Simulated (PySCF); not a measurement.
# One shape, several levels: doublet [Cl2]−

We compute a comparison of 6 runs (UHF/STO-3G, UHF/3-21G, UB2PLYP/aug-cc-pVTZ, UBLYP/aug-cc-pVTZ, UM06-2X/aug-cc-pVTZ, USVWN5/aug-cc-pVTZ) of doublet [Cl2]−. The job is set up through a Python script.

The calculation is run with PySCF 2.14.0.

2 further runs of the same task are left out: 2 set aside as unsound or not needed.

**1. The structure to begin with**

[Cl2]−: 2 atoms, total charge -1, spin state doublet. SMILES of the parent species: `ClCl`. Geometry: relaxed at PBE0-D4/def2-TZVP. That shape belongs to the parent species and isn't relaxed for this state.

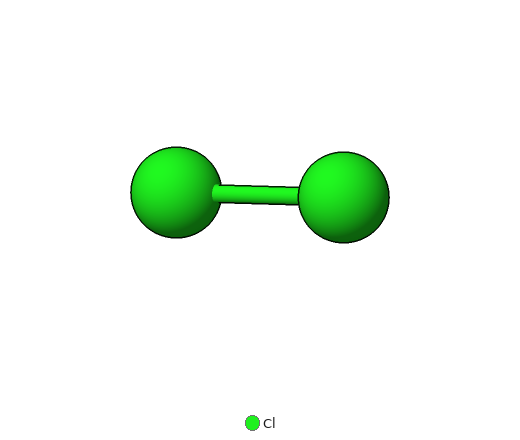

Viewed from a chosen angle; chlorine green.

**2. A single-point energy at UHF/STO-3G (run 1)**

start.xyz

```xyz
2

Cl     0.845690    -0.281600     0.433600
Cl    -0.845690     0.281600    -0.433600
```

job.py

```python
from pyscf import gto, scf

mol = gto.M(
    atom='start.xyz',
    max_memory=1860,
    basis='sto-3g',
    verbose=3,
    spin=1,
    charge=-1,
)

hf = scf.UHF(mol)
hf.conv_tol = 1e-10
hf.kernel()
if not hf.converged:
    hf = hf.newton().run(hf.mo_coeff, hf.mo_occ)

e_final = hf.e_tot
print('E(%s) = %.9f' % ('HF', e_final))
```

Command:

```console
$ OMP_NUM_THREADS=1 python job.py
```

Log:

```text
converged SCF energy = -908.976779209203  <S^2> = 0.75  2S+1 = 2
E(HF) = -908.976779209
```

Wall time 0.48 s (1 thread of Arm Neoverse V2, shared host); peak memory 0.1 GiB.

**3. The energy at UHF/3-21G (run 2)**

run.py

```python
from pyscf import gto, scf

system = gto.M(
    atom='''
Cl   0.845690  -0.281600   0.433600
Cl  -0.845690   0.281600  -0.433600
''',
    verbose=4,
    spin=1,
    charge=-1,
    basis='3-21g',
    max_memory=1860,
)

mf = scf.UHF(system)
mf.conv_tol = 1e-10
mf.kernel()
if not mf.converged:
    mf = mf.newton().run(mf.mo_coeff, mf.mo_occ)

energy = mf.e_tot
print(f'total energy: {energy:.8f} hartree')
```

Command:

```console
$ OMP_NUM_THREADS=1 python run.py
```

Log:

```text
PySCF version 2.14.0

[INPUT] num. atoms = 2
[INPUT] num. electrons = 35
[INPUT] charge = -1
[INPUT] spin (= nelec alpha-beta = 2S) = 1
[INPUT] symmetry False subgroup None
[INPUT] Mole.unit = angstrom
[INPUT] Symbol           X                Y                Z      unit          X                Y                Z       unit  Magmom
[INPUT]  1 Cl     0.845690000000  -0.281600000000   0.433600000000 AA    1.598122486283  -0.532146876678   0.819385247611 Bohr   0.0
[INPUT]  2 Cl    -0.845690000000   0.281600000000  -0.433600000000 AA   -1.598122486283   0.532146876678  -0.819385247611 Bohr   0.0

nuclear repulsion = 77.1441326129708
number of shells = 14
number of NR pGTOs = 54
number of NR cGTOs = 26
basis = 3-21g
ecp = {}

******** <class 'pyscf.scf.uhf.UHF'> ********
method = UHF
initial guess = minao
damping factor = 0
level_shift factor = 0
DIIS = <class 'pyscf.scf.diis.CDIIS'>
diis_start_cycle = 1
diis_space = 8
diis_damp = 0
SCF conv_tol = 1e-10
SCF conv_tol_grad = None
SCF max_cycles = 50
direct_scf = True
direct_scf_tol = 1e-13
number electrons alpha = 18  beta = 17
Set gradient conv threshold to 1e-05
init E= -914.080394370093
[... the frontier-level lines of each cycle are left out ...]

cycle= 1 E= -914.517981093394  delta_E= -0.438  |g|= 0.164  |ddm|= 1.92
cycle= 2 E= -914.533922960574  delta_E= -0.0159  |g|= 0.0463  |ddm|= 0.327
cycle= 3 E= -914.535091857133  delta_E= -0.00117  |g|= 0.0098  |ddm|= 0.143
cycle= 4 E= -914.535185273062  delta_E= -9.34e-05  |g|= 0.00191  |ddm|= 0.0461
cycle= 5 E= -914.535189951192  delta_E= -4.68e-06  |g|= 0.000591  |ddm|= 0.0093
cycle= 6 E= -914.535190483783  delta_E= -5.33e-07  |g|= 7e-05  |ddm|= 0.00287
cycle= 7 E= -914.535190490338  delta_E= -6.55e-09  |g|= 1.03e-05  |ddm|= 0.00031
cycle= 8 E= -914.535190490479  delta_E= -1.41e-10  |g|= 1.9e-06  |ddm|= 5.47e-05
cycle= 9 E= -914.535190490482  delta_E= -3.3e-12  |g|= 1.75e-07  |ddm|= 7.49e-06
Extra cycle  E= -914.535190490482  delta_E= -1.14e-13  |g|= 5.56e-08  |ddm|= 4.63e-07
converged SCF energy = -914.535190490482  <S^2> = 0.75397082  2S+1 = 2.0039669
total energy: -914.53519049 hartree
```

Run time: 0.48 s. Hardware: 1 thread of Arm Neoverse V2, shared host; peak memory 0.1 GiB.

Runs 3 to 5 aren't shown in full; the table further down has their settings and results.

**4. A single-point energy at USVWN5/aug-cc-pVTZ (run 6)**

run.py

```python
from pyscf import gto, dft

molecule = gto.M(
    atom='''
Cl   0.845690  -0.281600   0.433600
Cl  -0.845690   0.281600  -0.433600
''',
    verbose=3,
    basis='aug-cc-pvtz',
    max_memory=1860,
    charge=-1,
    spin=1,
)

myscf = dft.UKS(molecule, xc='svwn')
myscf.grids.level = 5
myscf.conv_tol = 1e-10
myscf.kernel()
if not myscf.converged:
    myscf = myscf.newton().run(myscf.mo_coeff, myscf.mo_occ)

e_final = myscf.e_tot
print('E = %.10f Eh' % e_final)
```

Command:

```console
$ OMP_NUM_THREADS=1 python run.py
```

Log:

```text
converged SCF energy = -917.481832966627  <S^2> = 0.75055588  2S+1 = 2.0005558
E = -917.4818329666 Eh
```

Run time: 7.2 s. Hardware: 1 thread of Arm Neoverse V2, shared host; peak memory 0.33 GiB.

**5. Overview of the runs**

| run | level | frozen core orbitals | integration grid | energy (Eh) | HOMO energy (eV) | LUMO energy (eV) | ⟨S²⟩ | wall time |
| --- | --- | --- | --- | --- | --- | --- | --- | --- |
| 1 | UHF/STO-3G | – | – | -908.976779 | 3.61 | 16.21 | 0.750 | 0.48 s |
| 2 | UHF/3-21G | – | – | -914.535190 | -1.04 | 9.70 | 0.754 | 0.48 s |
| 3 | UB2PLYP/aug-cc-pVTZ | 10 | 5 | -920.176342 | 0.51 | 4.52 | 0.756 | 13 s |
| 4 | UBLYP/aug-cc-pVTZ | – | 5 | -920.432104 | 2.17 | 2.83 | 0.751 | 11 s |
| 5 | UM06-2X/aug-cc-pVTZ | – | 5 | -920.400242 | 0.50 | 3.95 | 0.753 | 28 s |
| 6 | USVWN5/aug-cc-pVTZ | – | 5 | -917.481833 | 2.00 | 2.57 | 0.751 | 7.2 s |

**6. Outcome**

| quantity | value |
| --- | --- |
| run 6: total energy | -917.48183 Eh |
| run 6: HOMO energy (highest over α and β) | 2.00 eV |
| run 6: LUMO energy (lowest over α and β) | 2.57 eV |
| run 6: ⟨S²⟩ | 0.751 |

**Reading.** Totals of different functionals can't be ranked against each other. In runs 1, 3, 4, 5, 6 the HOMO lies above zero, so the outermost electron may be held by the basis alone. In run 1 the basis is minimal, so the values are rough. All runs together took 60 s, the longest 28 s.
